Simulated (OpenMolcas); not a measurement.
# B2H4F2 (SMILES [BH2-]1[F+][BH2-][F+]1) at 6 levels

We compute a comparison of 6 runs (HF/STO-3G, B3LYP/cc-pVDZ, BHLYP/cc-pVDZ, M06-2X/cc-pVDZ, M06-L/cc-pVDZ, MP2/cc-pVDZ) of B2H4F2. 

The results are computed with OpenMolcas 26.06.

1 further run of the same task is left out (set aside as unsound or not needed).

## Step 1: The system as given

B2H4F2 has 8 atoms, charge 0, and is taken as a singlet. As SMILES, `[BH2-]1[F+][BH2-][F+]1`. The shape is that of a PBE0-D4/def2-TZVP optimisation.

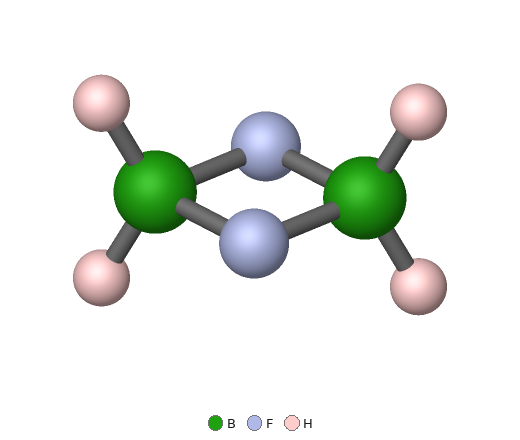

The structure, seen from a chosen angle (boron green, fluorine light blue, hydrogen pink).

## Step 2: Energy and gradient at HF/STO-3G (run 1)

Contents of struct.xyz:

```xyz
8

B     -0.488000     0.947300    -0.293800
F      0.637300     0.536000     0.670600
B      0.488000    -0.947200     0.293900
F     -0.636800    -0.535900    -0.671100
H     -0.036000     1.557300    -1.210300
H     -1.440200     1.308400     0.322000
H      1.440200    -1.309100    -0.321600
H      0.035400    -1.556800     1.210300
```

Contents of job.input:

```
* B2F2H4 Hartree-Fock
>>> EXPORT MOLCAS_PRINT=2

&GATEWAY
  BasLib = $CurrDir
  Coord = struct.xyz
  Basis = STO-3G
  Group = NoSym

&SEWARD

&SCF
  Thresholds = 1e-10 1e-07 1e-07 1e-05
  PrOrbitals = 0

&ALASKA
```

The basis set STO-3G is read from a file made from the Basis Set Exchange's data (not shown).

Run with:

```sh
$ export MOLCAS_MEM=1860
$ pymolcas job.input > job.log
```

Log:

```text
--- Start Module: gateway ---
[...]
--- Stop Module: gateway /rc=_RC_ALL_IS_WELL_ ---
[...]
      Basis functions           24
[...]
--- Start Module: scf ---
[...]
       Convergence after   9 Iterations
[...]
::    Total SCF energy                               -247.2858523659
[...]
      Total spin, S                                     0.0000000000
[...]
      Total electronic charge=   32.000000
      Total            charge=   -0.000000
[...]
      Dipole Moment (debye):
      Origin of the operator (angstrom)=    0.0001    0.0000   -0.0001
                   X=  1.9833E-04               Y=  6.2379E-04               Z=  2.3987E-04           Total=  6.9713E-04
      Quadrupole Moment (debye*angstrom):
[...]
--- Stop Module: scf /rc=_RC_ALL_IS_WELL_ ---
--- Start Module: alaska ---
[...]
 *              Molecular gradients               *
 **************************************************
  Irreducible representation: a
 ------------------------------------------------------------------------------------------
                              X                       Y                       Z
 ------------------------------------------------------------------------------------------
  B1               -1.02504234759317E-02    1.97640689434300E-02   -6.12364700031165E-03
  F2                3.06703873708223E-02    2.56936015328746E-02    3.22345340374426E-02
  B3                1.01859863030871E-02   -1.96940354280990E-02    6.27161578132451E-03
  F4               -3.06356728704760E-02   -2.57272978396417E-02   -3.22983464614417E-02
  H5                9.54171575066676E-03    6.06152348231559E-03   -1.39152173669608E-02
  H6               -1.36615862898495E-02    1.94372948433919E-03    1.14087542835453E-02
  H7                1.36912168460523E-02   -1.98288972702154E-03   -1.14476304219706E-02
  H8               -9.54162363435795E-03   -6.05870044821799E-03    1.38699371484523E-02
[...]
--- Stop Module: alaska /rc=_RC_ALL_IS_WELL_ ---
[...]
```

It took 1.3 s on 1 thread of Intel Xeon 6975P-C (Granite Rapids), shared host; peak memory 0.37 GiB.

## Step 3: Energy and gradient at B3LYP/cc-pVDZ (run 2)

Contents of input.xyz:

```xyz
8

B     -0.488000     0.947300    -0.293800
F      0.637300     0.536000     0.670600
B      0.488000    -0.947200     0.293900
F     -0.636800    -0.535900    -0.671100
H     -0.036000     1.557300    -1.210300
H     -1.440200     1.308400     0.322000
H      1.440200    -1.309100    -0.321600
H      0.035400    -1.556800     1.210300
```

Contents of mol.input:

```
>>> EXPORT MOLCAS_PRINT=2

&GATEWAY
 BasLib = $CurrDir
 Coord = input.xyz
 Basis = cc-pVDZ
 Group = NoSym

&SEWARD
 GridInput
 Grid=UltraFine
 End of Grid

&SCF
 KSDFT = B3LYP
 Thresholds = 1e-10 1e-07 1e-07 1e-05
 PrOrbitals = 1

&ALASKA
```

The basis set cc-pVDZ is read from a file made from the Basis Set Exchange's data (not shown).

Run with:

```sh
$ export MOLCAS_MEM=1860
$ pymolcas mol.input > mol.log
```

Log:

```text
--- Start Module: gateway ---
[...]
--- Stop Module: gateway /rc=_RC_ALL_IS_WELL_ ---
[...]
      Basis functions           76
[...]
--- Start Module: scf ---
[...]
       Convergence after  12 Iterations
[...]
::    Total KS-DFT energy                            -251.8583496489
[...]
      Total spin, S                                     0.0000000000
[...]
      Total electronic charge=   32.000000
      Total            charge=   -0.000000
[...]
      Dipole Moment (debye):
      Origin of the operator (angstrom)=    0.0001    0.0000   -0.0001
                   X= -1.6689E-05               Y=  5.9438E-04               Z=  3.6184E-04           Total=  6.9606E-04
      Quadrupole Moment (debye*angstrom):
[...]
--- Stop Module: scf /rc=_RC_ALL_IS_WELL_ ---
[...]
--- Start Module: alaska ---
[...]
 *              Molecular gradients               *
 **************************************************
  Irreducible representation: a
 ------------------------------------------------------------------------------------------
                              X                       Y                       Z
 ------------------------------------------------------------------------------------------
  B1                6.72747866161361E-03   -1.30976145677693E-02    4.07688348465518E-03
  F2               -7.30135857089920E-03   -6.19158018512067E-03   -7.70303661742666E-03
  B3               -6.75949177672441E-03    1.31407427293118E-02   -3.99140355609995E-03
  F4                7.30128502087624E-03    6.16836203257876E-03    7.68690953950646E-03
  H5               -1.91977273078892E-03   -2.40056814341161E-03    3.72858865607828E-03
  H6                3.86784391131823E-03   -1.37963049576806E-03   -2.58304808775889E-03
  H7               -3.84515088964887E-03    1.36226260436656E-03    2.54821794340465E-03
  H8                1.92916637421359E-03    2.39802602575034E-03   -3.76311136246965E-03
[...]
--- Stop Module: alaska /rc=_RC_ALL_IS_WELL_ ---
[...]
```

It took 18 s on 1 thread of Intel Xeon 6975P-C (Granite Rapids), shared host; peak memory 0.43 GiB.

Run 3 isn't shown in full; the table further down has it.

## Step 4: Energy and gradient at M06-2X/cc-pVDZ (run 4)

Contents of mol.input:

```
&GATEWAY
  BasLib
  $CurrDir
  Coord
  8
  angstrom
  B       -0.488000       0.947300      -0.293800
  F        0.637300       0.536000       0.670600
  B        0.488000      -0.947200       0.293900
  F       -0.636800      -0.535900      -0.671100
  H       -0.036000       1.557300      -1.210300
  H       -1.440200       1.308400       0.322000
  H        1.440200      -1.309100      -0.321600
  H        0.035400      -1.556800       1.210300
  Basis
  cc-pVDZ
  Group
  NoSym

&SEWARD
  GridInput
  Grid=UltraFine
  End of Grid

&SCF
  KSDFT
  M062X
  Thresholds
  1e-10 1e-07 1e-07 1e-05
  PrOrbitals
  1 1

&ALASKA
```

The basis set cc-pVDZ is read from a file made from the Basis Set Exchange's data (not shown).

Run with:

```sh
$ export MOLCAS_MEM=1860
$ pymolcas mol.input > mol.log
```

Log:

```text
--- Start Module: gateway ---
[...]
--- Stop Module: gateway /rc=_RC_ALL_IS_WELL_ ---
[...]
      Basis functions           76
[...]
--- Start Module: scf ---
[...]
       Convergence after  12 Iterations
[...]
::    Total KS-DFT energy                            -251.7662206726
[...]
      Total spin, S                                     0.0000000000
[...]
      Total electronic charge=   32.000000
      Total            charge=   -0.000000
[...]
      Dipole Moment (debye):
      Origin of the operator (angstrom)=    0.0001    0.0000   -0.0001
                   X= -3.1504E-05               Y=  6.0533E-04               Z=  3.8625E-04           Total=  7.1875E-04
      Quadrupole Moment (debye*angstrom):
[...]
--- Stop Module: scf /rc=_RC_ALL_IS_WELL_ ---
[...]
--- Start Module: alaska ---
[...]
 *              Molecular gradients               *
 **************************************************
  Irreducible representation: a
 ------------------------------------------------------------------------------------------
                              X                       Y                       Z
 ------------------------------------------------------------------------------------------
  B1                4.80326885454518E-03   -9.39455501916253E-03    2.91564387064280E-03
  F2               -4.52105695742056E-03   -3.88715837864329E-03   -4.78390347030988E-03
  B3               -4.83713462083024E-03    9.43953405395082E-03   -2.82604799698505E-03
  F4                4.52346723877284E-03    3.86293785924341E-03    4.76376066150053E-03
  H5               -1.41929792810946E-03   -1.11788737293095E-03    2.22423940822969E-03
  H6                2.23606505205431E-03   -4.74738337122194E-04   -1.76075222998939E-03
  H7               -2.21326887056206E-03    4.56141057825210E-04    1.72612991352850E-03
  H8                1.42795723149791E-03    1.11572613679689E-03   -2.25907015661608E-03
[...]
--- Stop Module: alaska /rc=_RC_ALL_IS_WELL_ ---
[...]
```

Wall time 23 s (1 thread of Intel Xeon 6975P-C (Granite Rapids), shared host); peak memory 0.43 GiB.

Run 5 isn't shown in full; the table further down has it.

## Step 5: The energy at MP2/cc-pVDZ (run 6)

struct.xyz is that of step 2.

Contents of run.inp:

```
* B2F2H4 MP2

&gateway
 baslib=$CurrDir
 coord=struct.xyz
 basis=cc-pVDZ
 group=NoSym

&seward

&scf
 thresholds=1e-10 1e-07 1e-07 1e-05
 prorbitals=1 2

&mbpt2
 frozen=4
```

The basis set cc-pVDZ is read from a file made from the Basis Set Exchange's data (not shown).

Run with:

```sh
$ export MOLCAS_MEM=1860
$ pymolcas run.inp > run.log
```

Log:

```text
--- Start Module: gateway ---
[...]
--- Stop Module: gateway /rc=_RC_ALL_IS_WELL_ ---
[...]
      Basis functions           76
[...]
--- Start Module: scf ---
[...]
       Convergence after  11 Iterations
[...]
::    Total SCF energy                               -250.6341832818
[...]
      Total spin, S                                     0.0000000000
[...]
      Total electronic charge=   32.000000
      Total            charge=   -0.000000
[...]
      Dipole Moment (debye):
      Origin of the operator (angstrom)=    0.0001    0.0000   -0.0001
                   X= -1.2971E-04               Y=  6.7510E-04               Z=  5.7713E-04           Total=  8.9759E-04
      Quadrupole Moment (debye*angstrom):
[...]
--- Stop Module: scf /rc=_RC_ALL_IS_WELL_ ---
[...]
--- Start Module: mbpt2 ---
[...]
WARNING!
Default frozen orbitals as non valence orbitals is overwritten by user input.
Default values:   4
[...]
       Reference weight ( Cref**2 )         =        0.87550
::    Total MBPT2 energy                             -251.2011219254
[...]
      Total MBPT2 calculations                           0.12      0.15
--- Stop Module: mbpt2 /rc=_RC_ALL_IS_WELL_ ---
[...]
```

Run time: 3.6 s. Hardware: 1 thread of Intel Xeon 6975P-C (Granite Rapids), shared host; peak memory 0.43 GiB.

## Step 6: Overview of the runs

```tsv
run	level	integration grid	task	energy (Eh)	dipole moment (D) of the reference	HOMO energy (eV)	LUMO energy (eV)	wall time
1	HF/STO-3G	–	gradient	-247.285852	0.00	-11.25	9.89	1.3 s
2	B3LYP/cc-pVDZ	UltraFine	gradient	-251.858350	0.00	-8.84	0.08	18 s
3	BHLYP/cc-pVDZ	UltraFine	gradient	-251.751946	0.00	-10.64	1.42	17 s
4	M06-2X/cc-pVDZ	UltraFine	gradient	-251.766221	0.00	-10.54	1.36	23 s
5	M06-L/cc-pVDZ	UltraFine	gradient	-251.821197	0.00	-7.79	-0.27	23 s
6	MP2/cc-pVDZ	–	energy	-251.201122	0.00	-13.08	4.19	3.6 s
```

## Step 7: What came out

| quantity | value |
| --- | --- |
| run 6: total energy | -251.20112 Eh |
| run 6: dipole moment (mean-field density) | 0.00 D |
| run 6: HOMO energy (Hartree–Fock orbitals) | -13.08 eV |
| run 6: LUMO energy (Hartree–Fock orbitals) | 4.19 eV |
| run 6: HOMO–LUMO gap (Hartree–Fock orbitals) | 17.27 eV |
| run 6: correlation energy (4 core orbitals frozen) | -566.9 mEh |

In words: Over runs 1, 2, 3, 4, 5 the HOMO–LUMO gap runs from 7.52 eV (M06-L/cc-pVDZ) to 21.14 eV (HF/STO-3G). The two ends differ in method and basis. Totals of different functionals can't be ranked against each other. In run 1 the basis is minimal, so the values are rough. All runs together took 86 s, the longest 23 s.
